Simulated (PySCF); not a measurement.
SMILES N[Te]Cl, singlet at its PBE0/def2-SVP optimised geometry (Å):

```
5

Te    -0.9350    -1.1683     0.0000
Cl    -1.4985     1.1683     0.0000
N      1.0593    -1.1683     0.0000
H      1.4984    -0.8007    -0.8401
H      1.4985    -0.8010     0.8402
```

Calculation: PBE0/def2-TZVP, def2 effective core potentials past Kr (PySCF). The core electrons that the potentials of Te replace are not part of the density.

Map of the Laplacian of the electron density (e/bohr⁵) on the plane z = 1.2 Å:

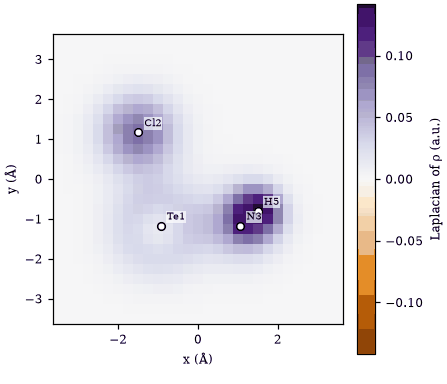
Figure. Laplacian of the electron density (e/bohr⁵) on the plane z = 1.2 Å.
